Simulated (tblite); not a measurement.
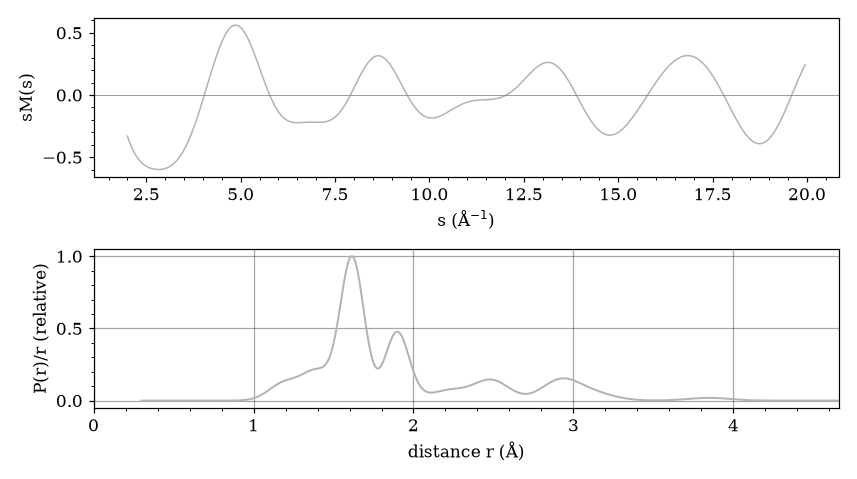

Simulated gas electron diffraction: reduced molecular intensity sM(s) from the Debye equation in the first Born approximation (top) and the radial distribution curve (bottom) of BFH5P. Each pair of atoms contributes with weight ZᵢZⱼ/r; damping constant 0.0015 Å²; vibrational amplitudes assumed, not computed: 0.05 Å for bonds, 0.078 Å for bonds to H, 0.06 + 0.015 r up to 0.15 Å for other pairs. The geometry is the end point of an optimisation (GFN2-xTB geometry optimisation, gas phase in tblite 0.8.0); it may be a saddle point or a higher isomer. SMILES: [BH3-][PH2+]F.

Q: Assign the first 4 clear peaks of the radial distribution curve (– bonded, ··· not bonded).

A: Peak 1, 1.61 Å: P–H 1.39 Å (×2), P–F 1.62 Å, not resolved
Peak 2, 1.90 Å: P–B 1.90 Å
Peak 3, 2.48 Å: P···H 2.48–2.49 Å (×3); in its flanks F···H 2.23 Å
Peak 4, 2.94 Å: F···B 2.92 Å, B···H 2.93 Å (×2), F···H 3.11–3.12 Å (×2), not resolved
